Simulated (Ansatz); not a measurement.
```yaml
atoms:
  - { symbol: Ca, position_ang: [0.0000, 0.0000, -1.2150] }
  - { symbol: Cl, position_ang: [0.0000, 0.0000, 1.2150] }
```

Geometry: PBE0-D4/def2-TZVP.

Method: Ansatz, isolated molecule in a Gaussian basis; Kohn-Sham density functional theory, functional PBE0.

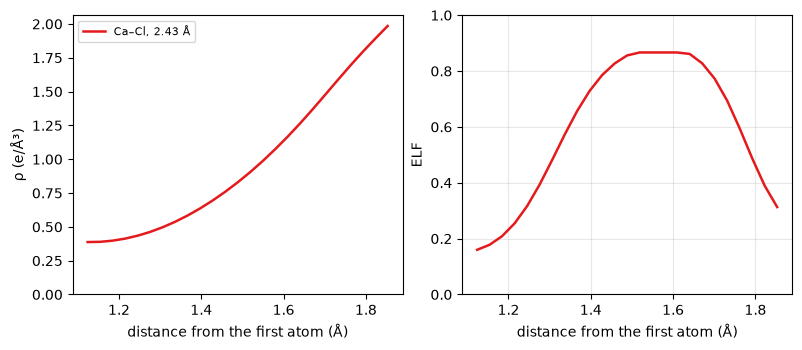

CaCl (SMILES [Cl][Ca]) (doublet). Total electron density and ELF along straight lines between neighbouring atoms. The curves leave out the atomic cores.

**What can be read from the curves?**

Ca–Cl (2.43 Å): the density is about 0.41 e/Å³ at the midpoint; the ELF peaks at about 0.85 in the valence shell of Cl, 0.9 Å from its nucleus, and is about 0.25 at the midpoint (an ionic contact with no shared pair).
